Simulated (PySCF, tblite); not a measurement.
# C5H9NO3Si: geometry, infrared bands and NMR shifts

What infrared bands and NMR shifts should C5H9NO3Si (`CCOc1nocc1O[SiH3]`) show?

Programs: tblite 0.8.0 and PySCF 2.14.0, with density-fitted response routines of our own. Each step states its level of theory. These are calculated values for one molecule in the gas phase, unless marked as measured. Atoms count from 0, in the outputs and in this text.

## (1) The starting structure

19 atoms, charge 0, multiplicity 1; geometry from: force field or distance geometry start.

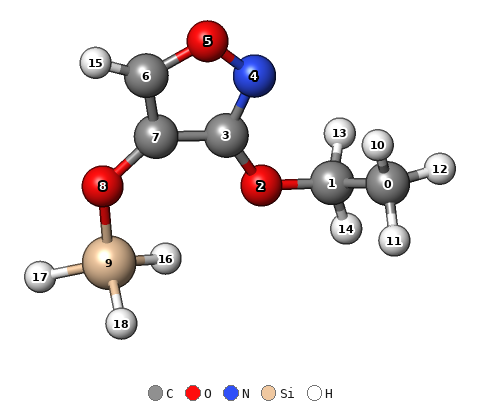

The starting geometry (carbon grey, oxygen red, nitrogen blue, silicon light orange, hydrogen white), atoms numbered.

## (2) Optimising the geometry with GFN2-xTB

The job: settings as JSON, then the geometry in Å.

```
{"job": {"kind": "relax", "xc": "GFN2-xTB", "basis": "xTB"}, "charge": 0, "multiplicity": 1}
C      2.734400    -0.340400     0.547900
C      1.764900    -0.919500    -0.435400
O      0.440000    -0.572600    -0.253000
C     -0.096700     0.704000    -0.305900
N      0.565800     1.851700    -0.501100
O     -0.228000     2.862500    -0.487800
C     -1.449800     2.456900    -0.263500
C     -1.408800     1.083300    -0.129400
O     -2.524000     0.295400     0.111100
Si    -2.580700    -1.402000     0.284000
H      2.625000     0.746100     0.713700
H      2.677800    -0.945200     1.491500
H      3.754500    -0.493500     0.166300
H      2.075100    -0.608200    -1.451900
H      1.922300    -2.026300    -0.395100
H     -2.366000     3.031100    -0.164000
H     -1.485500    -2.086900    -0.417000
H     -3.857700    -1.916700    -0.247600
H     -2.572200    -1.710600     1.729500
```

On the command line:

```console
$ OMP_NUM_THREADS=1 python probes_run.py task.json out
```

This one command runs all jobs of the session in turn.

Standard output:

```text
step      E/eV     max force
  0    -874.59685    3.772
  1    -875.06849    1.617
  2    -875.16998    1.075
  3    -875.25260    0.644
  4    -875.31830    0.640
  5    -875.36022    0.405
  6    -875.38455    0.389
  7    -875.40219    0.290
  8    -875.41400    0.275
  9    -875.42408    0.269
 10    -875.43338    0.243
 11    -875.44320    0.251
 12    -875.45397    0.240
 13    -875.46553    0.239
 14    -875.47596    0.231
 15    -875.48299    0.182
 16    -875.48706    0.140
 17    -875.49023    0.129
 18    -875.49300    0.138
 19    -875.49508    0.127
 20    -875.49676    0.087
 21    -875.49865    0.110
 22    -875.50122    0.143
 23    -875.50427    0.156
 24    -875.50702    0.141
 25    -875.50909    0.089
 26    -875.51090    0.124
 27    -875.51284    0.134
 28    -875.51477    0.128
 29    -875.51653    0.098
 30    -875.51820    0.097
 31    -875.52004    0.093
 32    -875.52200    0.110
 33    -875.52372    0.094
 34    -875.52506    0.078
 35    -875.52629    0.084
 36    -875.52752    0.090
 37    -875.52874    0.084
 38    -875.52997    0.077
 39    -875.53122    0.084
 40    -875.53240    0.072
 41    -875.53340    0.075
 42    -875.53426    0.080
 43    -875.53520    0.082
 44    -875.53643    0.116
 45    -875.53779    0.114
 46    -875.53905    0.078
 47    -875.54018    0.083
 48    -875.54131    0.088
 49    -875.54249    0.093
 50    -875.54362    0.084
 51    -875.54443    0.072
 52    -875.54507    0.083
 53    -875.54569    0.060
 54    -875.54668    0.050
 55    -875.54722    0.059
 56    -875.54821    0.064
 57    -875.54912    0.061
 58    -875.55013    0.061
 59    -875.55100    0.065
 60    -875.55191    0.064
 61    -875.55294    0.070
 62    -875.55422    0.078
 63    -875.55577    0.093
 64    -875.55760    0.112
 65    -875.55970    0.110
 66    -875.56172    0.101
 67    -875.56174    0.220
 68    -875.56537    0.108
 69    -875.56705    0.083
 70    -875.56929    0.094
 71    -875.57042    0.060
 72    -875.57129    0.069
 73    -875.57198    0.065
 74    -875.57271    0.068
 75    -875.57390    0.086
 76    -875.57479    0.078
 77    -875.57593    0.071
 78    -875.57685    0.062
 79    -875.57753    0.051
 80    -875.57790    0.041
 81    -875.57816    0.036
 82    -875.57841    0.042
 83    -875.57869    0.042
 84    -875.57893    0.033
 85    -875.57908    0.025
 86    -875.57915    0.021
 87    -875.57920    0.016
 88    -875.57923    0.015
 89    -875.57927    0.014
 90    -875.57931    0.018
 91    -875.57937    0.018
 92    -875.57943    0.022
 93    -875.57949    0.022
 94    -875.57955    0.021
 95    -875.57963    0.019
 96    -875.57972    0.020
 97    -875.57979    0.017
 98    -875.57984    0.017
 99    -875.57989    0.016
100    -875.57994    0.017
101    -875.58000    0.015
102    -875.58006    0.016
103    -875.58011    0.018
104    -875.58015    0.014
105    -875.58017    0.010
```

Wall time 1.5 s (1 thread of Arm Neoverse N1, shared host); peak memory 0.18 GiB.

Along the way: (not every step is listed)

| step | energy from step 0 (eV) | largest force (eV/Å) |
| --- | --- | --- |
| 0 | 0.0000 | 3.7717 |
| 1 | -0.4716 | 1.6171 |
| 2 | -0.5731 | 1.0754 |
| 3 | -0.6558 | 0.6444 |
| 4 | -0.7215 | 0.6404 |
| 5 | -0.7634 | 0.4054 |
| 6 | -0.7877 | 0.3894 |
| 7 | -0.8053 | 0.2899 |
| 8 | -0.8171 | 0.2749 |
| 17 | -0.8934 | 0.1292 |
| 26 | -0.9140 | 0.1238 |
| 35 | -0.9294 | 0.0837 |
| 44 | -0.9396 | 0.1164 |
| 53 | -0.9488 | 0.0601 |
| 62 | -0.9574 | 0.0781 |
| 71 | -0.9736 | 0.0603 |
| 80 | -0.9810 | 0.0410 |
| 89 | -0.9824 | 0.0136 |
| 98 | -0.9830 | 0.0173 |
| 100 | -0.9831 | 0.0168 |
| 101 | -0.9832 | 0.0151 |
| 102 | -0.9832 | 0.0162 |
| 103 | -0.9833 | 0.0181 |
| 104 | -0.9833 | 0.0143 |
| 105 | -0.9833 | 0.0100 |

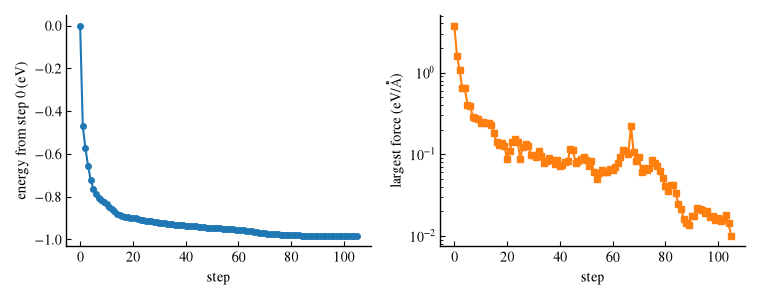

Energy and largest force along the relaxation.

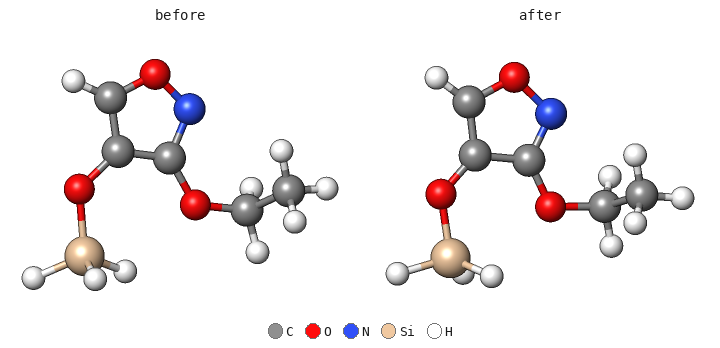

The geometry before (left) and after (right).

Close pairs (by a distance rule), those that changed most:

| bond | before (Å) | after (Å) | change (Å) |
| --- | --- | --- | --- |
| N4–O5 | 1.285 | 1.360 | +0.075 |
| O8–Si9 | 1.707 | 1.640 | -0.067 |
| O2–C3 | 1.386 | 1.328 | -0.058 |
| C3–C7 | 1.377 | 1.433 | +0.056 |
| C7–O8 | 1.386 | 1.330 | -0.056 |
| C1–O2 | 1.382 | 1.425 | +0.043 |
| O5–C6 | 1.307 | 1.345 | +0.038 |
| C0–H11 | 1.122 | 1.087 | -0.035 |

The final coordinates are the input of the step that follows.

## (3) Infrared spectrum with GFN2-xTB

The job: settings as JSON, then the geometry in Å.

```
{"job": {"kind": "ir", "xc": "GFN2-xTB", "basis": "xTB"}, "charge": 0, "multiplicity": 1}
C      2.561002    -0.370023     0.724974
C      1.760249    -0.811489    -0.491474
O      0.361114    -0.605741    -0.320002
C     -0.068527     0.649827    -0.378657
N      0.648197     1.714613    -0.622559
O     -0.200052     2.778019    -0.607581
C     -1.449177     2.351460    -0.349228
C     -1.445891     0.998635    -0.189226
O     -2.450828     0.170355     0.082090
Si    -2.400396    -1.453252     0.308181
H      2.470369     0.704744     0.856822
H      2.197617    -0.871884     1.618619
H      3.607727    -0.619824     0.578951
H      2.093503    -0.264856    -1.379630
H      1.858296    -1.886924    -0.656281
H     -2.221535     3.091050    -0.309542
H     -1.948855    -2.143793    -0.896158
H     -3.822166    -1.621088     0.571780
H     -1.560449    -1.800577     1.451459
```

Standard output:

```text
mode    cm-1     km/mol
  1      47.6      0.74
  2      71.6      0.24
  3      86.6      1.82
  4      96.0      1.58
  5     180.8      3.05
  6     189.3      1.78
  7     234.2      1.58
  8     255.2      3.48
  9     296.2      1.69
 10     377.8      4.44
 11     431.0     10.47
 12     507.9     16.07
 13     566.9      0.10
 14     584.9     15.57
 15     602.7     92.09
 16     671.0     12.49
 17     675.0     38.97
 18     718.8     28.08
 19     761.0      3.16
 20     765.9    224.25
 21     797.9    181.45
 22     820.8    339.64
 23     831.1     35.84
 24     872.7     27.64
 25     913.1     38.29
 26     950.5     58.49
 27    1013.1     88.72
 28    1076.3     41.12
 29    1096.6     25.64
 30    1117.9     14.25
 31    1161.4     35.34
 32    1217.0    184.71
 33    1230.4    276.77
 34    1263.3     16.05
 35    1327.0      6.40
 36    1371.8     96.12
 37    1396.2     11.73
 38    1438.4      2.04
 39    1478.2      5.84
 40    1490.5      4.55
 41    1591.7    256.46
 42    1640.6     53.05
 43    2271.0    383.24
 44    2290.9    186.53
 45    2335.3    240.23
 46    2942.8     21.68
 47    2977.9     19.84
 48    3044.0     22.61
 49    3056.2     23.42
 50    3059.1     11.26
 51    3190.3      2.80
```

Wall time 1.4 s (1 thread of Arm Neoverse N1, shared host); peak memory 0.18 GiB.

The strongest bands and the atoms that carry them (share of the mass-weighted mode):

| cm⁻¹ | km/mol | atoms |
| --- | --- | --- |
| 766 | 224.2 | H17 46 %, H18 15 %, H16 15 %, H15 14 % |
| 821 | 339.6 | H17 38 %, H18 26 %, H16 26 % |
| 1217 | 184.7 | C6 37 %, O5 26 %, H15 18 % |
| 1230 | 276.8 | C7 23 %, O8 18 %, C3 15 %, C6 15 % |
| 1592 | 256.5 | C3 59 %, N4 20 % |
| 2271 | 383.2 | H18 64 %, H16 32 % |
| 2291 | 186.5 | H16 64 %, H18 32 % |
| 2335 | 240.2 | H17 96 % |

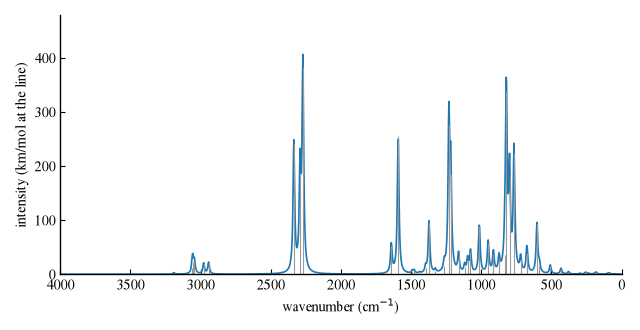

The infrared spectrum from these modes, unscaled. Lines are broadened to a width of 14 cm⁻¹ (Lorentzian).

## (4) Nuclear shieldings: PBE0/pcSseg-1

The job, as its differences from that of step 3:

```diff
@@ -1,2 +1,2 @@
-{"job": {"kind": "ir", "xc": "GFN2-xTB", "basis": "xTB"}, "charge": 0, "multiplicity": 1}
+{"job": {"kind": "nmr", "xc": "PBE0", "basis": "pcSseg-1"}, "charge": 0, "multiplicity": 1}
 C      2.561002    -0.370023     0.724974
```

With the program's defaults for keys left out, this is: GIAO PBE0/pcSseg-1 NMR shielding, non-relativistic, gas phase.

Standard output:

```text
coarse grid: 16960 points
cycle   1  E = -764.8950084072  dE =  1.881e+00  |g| = 8.028e-01  |ddm| = 4.115e+00
cycle   2  E = -764.7660817196  dE =  1.289e-01  |g| = 1.171e+00  |ddm| = 1.457e+00
cycle   3  E = -765.0058631007  dE = -2.398e-01  |g| = 1.193e-01  |ddm| = 9.759e-01
cycle   4  E = -765.0082326905  dE = -2.370e-03  |g| = 4.524e-02  |ddm| = 1.166e-01
cycle   5  E = -765.0086270233  dE = -3.943e-04  |g| = 1.302e-02  |ddm| = 3.597e-02
cycle   6  E = -765.0086486860  dE = -2.166e-05  |g| = 6.535e-03  |ddm| = 1.225e-02
cycle   7  E = -765.0086570381  dE = -8.352e-06  |g| = 1.471e-03  |ddm| = 5.419e-03
final grid: 160936 points
cycle   8  E = -765.0963862534  dE = -2.570e-05  |g| = 1.524e-02  |ddm| = 3.361e-02
cycle   9  E = -765.0963249501  dE =  6.130e-05  |g| = 2.410e-02  |ddm| = 2.391e-02
cycle  10  E = -765.0964264399  dE = -1.015e-04  |g| = 1.823e-03  |ddm| = 1.590e-02
cycle  11  E = -765.0964271485  dE = -7.086e-07  |g| = 5.587e-04  |ddm| = 1.804e-03
cycle  12  E = -765.0964272071  dE = -5.862e-08  |g| = 1.772e-04  |ddm| = 4.991e-04
cycle  13  E = -765.0964272133  dE = -6.181e-09  |g| = 5.723e-05  |ddm| = 1.562e-04
cycle  14  E = -765.0964272139  dE = -5.380e-10  |g| = 2.722e-05  |ddm| = 6.477e-05
converged SCF energy = -765.0964272139

GIAO shielding tensors (ppm)
atom      isotropic    diamagn.    paramagn.     s11        s22        s33       span
  0 C      172.154     249.630     -77.477    151.775    178.089    186.597     34.821
  1 C      119.412     244.282    -124.870     80.937    109.683    167.618     86.681
  2 O      232.170     403.846    -171.676    175.079    220.477    300.954    125.875
  3 C       17.478     255.552    -238.074    -66.444     29.350     89.529    155.973
  4 N      -94.746     325.402    -420.149   -279.524    -89.731     85.016    364.540
  5 O       26.323     396.073    -369.750    -81.611    -45.804    206.385    287.996
  6 C       36.592     254.109    -217.517    -31.249     28.838    112.186    143.435
  7 C       49.443     254.305    -204.862    -11.070     58.818    100.580    111.650
  8 O      296.117     391.712     -95.595    222.051    285.262    381.039    158.988
  9 Si     380.732     879.471    -498.739    345.173    347.519    449.505    104.332
 10 H       29.075      31.001      -1.927     23.288     30.310     33.626     10.338
 11 H       30.500      30.881      -0.381     26.410     28.913     36.176      9.765
 12 H       30.806      27.650       3.157     26.911     27.368     38.139     11.228
 13 H       26.870      30.479      -3.609     23.042     26.197     31.371      8.329
 14 H       27.270      30.265      -2.995     21.934     27.618     32.258     10.324
 15 H       23.653      29.645      -5.992     21.824     23.704     25.433      3.610
 16 H       26.388      30.277      -3.889     22.957     25.742     30.466      7.508
 17 H       26.762      28.559      -1.797     22.557     25.441     32.287      9.730
 18 H       26.402      30.846      -4.443     22.807     26.003     30.397      7.590
```

Wall time 85 s (1 thread of Arm Neoverse N1, shared host); peak memory 1.1 GiB.

Shifts follow as δ = σ(reference) − σ, with reference shieldings (ppm) from runs at the same level and on the same kind of geometry: ¹H TMS 31.72, ¹³C TMS 186.9, ²⁹Si TMS 349.2, ¹⁵N NH3 267.7, ¹⁷O H2O 336.1. The references are single molecules in the gas phase, so shifts against H2O, NH3, PH3, H3PO4 or CFCl3 are not on the usual liquid scales and can be off by tens of ppm. Atoms listed in one row are averaged.

| atoms | environment | σ (ppm) | δ (ppm) | δ scaled to CDCl3 |
| --- | --- | --- | --- | --- |
| C3 | aromatic carbon bearing oxygen | 17.5 | 169.4 | 163.5 |
| C6 | aromatic CH next to the ring oxygen | 36.6 | 150.3 | 144.8 |
| C7 | aromatic carbon bearing oxygen | 49.4 | 137.5 | 132.3 |
| C1 | sp3 CH2 bonded to O | 119.4 | 67.5 | 64.0 |
| C0 | methyl carbon | 172.2 | 14.8 | 12.5 |
| H15 | hydrogen on an aromatic CH next to the ring oxygen | 23.65 | 8.06 | 7.71 |
| H16, H17, H18 | hydrogen on a silicon bonded to O | 26.52 | 5.20 | – |
| H13, H14 | hydrogen on an sp3 CH2 bonded to O | 27.07 | 4.65 | 4.49 |
| H10, H11, H12 | hydrogen on a methyl carbon | 30.13 | 1.59 | 1.60 |
| O5 | aromatic ring oxygen | 26.3 | 309.8 | – |
| O2 | ether oxygen | 232.2 | 103.9 | – |
| O8 | oxygen bonded to C, Si | 296.1 | 40.0 | – |
| N4 | pyridine-type nitrogen of an azole | -94.7 | 362.5 | – |
| Si9 | silicon bonded to O, 3 H | 380.7 | -31.6 | – |

The scaled column applies a straight-line fit of computed shieldings to shifts measured in CDCl3 (root-mean-square error 0.16 ppm for H, 1.9 ppm for C).

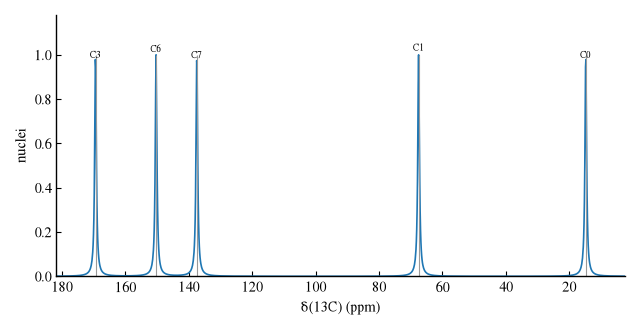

¹³C lines at the computed shifts, without couplings. Lines are broadened to a width of 0.62 ppm (Lorentzian).

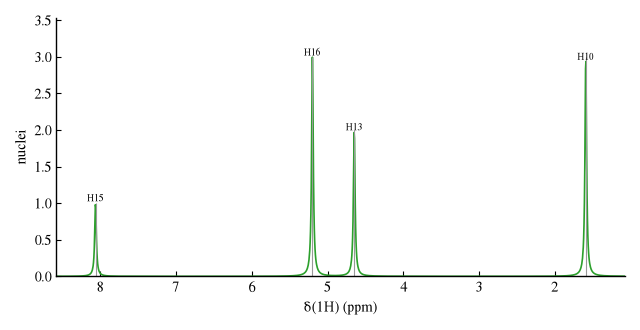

¹H lines at the computed shifts, without couplings. Lines are broadened to a width of 0.03 ppm (Lorentzian).

The run also stored atomic charges by several schemes (e):

| atoms | Mulliken | IAO | Hirshfeld | ESP fit |
| --- | --- | --- | --- | --- |
| C0 | -0.31 | -0.44 | -0.13 | -0.36 |
| C1 | 0.01 | -0.05 | 0.02 | 0.21 |
| O2 | -0.51 | -0.32 | -0.08 | -0.41 |
| C3 | 0.41 | 0.25 | 0.10 | 0.61 |
| N4 | -0.20 | -0.21 | -0.13 | -0.41 |
| O5 | -0.29 | -0.15 | -0.04 | -0.08 |
| C6 | 0.24 | -0.02 | 0.00 | -0.08 |
| C7 | 0.09 | 0.10 | 0.03 | -0.01 |
| O8 | -0.61 | -0.57 | -0.19 | -0.34 |
| Si9 | 0.71 | 0.87 | 0.38 | 0.59 |

Hirshfeld charges:

C0 -0.13; C1 0.02; O2 -0.08; C3 0.10; N4 -0.13; O5 -0.04; C6 0.00; C7 0.03; O8 -0.19; Si9 0.38; H10 0.04; H11 0.04; H12 0.05; H13 0.04; H14 0.05; H15 0.08; H16 -0.08; H17 -0.08; H18 -0.08

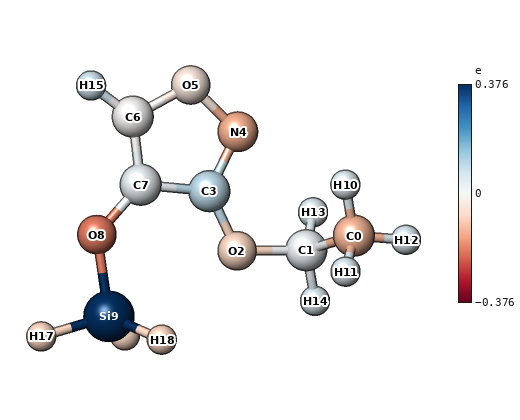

Hirshfeld charges, as colours on the atoms.

Mayer bond orders: C0–C1 1.07, C1–O2 0.84, O2–C3 1.03, C3–N4 1.56, N4–O5 0.98, O5–C6 1.05, C6–C7 1.58, C7–O8 0.97, O8–Si9 0.89, C7–C3 1.15.

Ring of atoms C3, N4, O5, C6, C7: NICS(0) -13.0, NICS(1) -9.6, NICS(1)zz -21.6 ppm (means of both faces).

## (5) Results

| quantity | value |
| --- | --- |
| strongest single infrared mode (GFN2-xTB) | 2271 cm⁻¹, 383 km/mol |
| zero-point energy (GFN2-xTB) | 84.9 kcal/mol |
| ¹³C shifts against TMS (PBE0/pcSseg-1) | 169.4, 150.3, 137.5, 67.5, 14.8 ppm |
| ¹H shifts against TMS (PBE0/pcSseg-1, means over atoms taken as alike) | 8.06, 5.20, 4.65, 1.59 ppm |
| ¹⁷O shifts against H2O (PBE0/pcSseg-1) | 309.8, 103.9, 40.0 ppm |
| ¹⁵N shifts against NH3 (PBE0/pcSseg-1) | 362.5 ppm |
| ²⁹Si shifts against TMS (PBE0/pcSseg-1) | -31.6 ppm |

What this shows: Over 105 steps the energy fell by 0.983 eV; of the close pairs, N4–O5 changed most, 1.285 to 1.360 Å. All 51 modes are real, so the xTB geometry is a minimum. The strongest single mode, at 2271 cm⁻¹, moves mainly H18 and H16. GFN2-xTB is a fitted tight-binding method: band positions and strengths are rough. Its intensities can rank the bands wrongly. At PBE0/pcSseg-1: The largest span, 365 ppm, is at N4, where the paramagnetic term is -420 ppm. NICS(1)zz of -22 ppm above the planar ring from C3 marks a diatropic (aromatic) ring current.
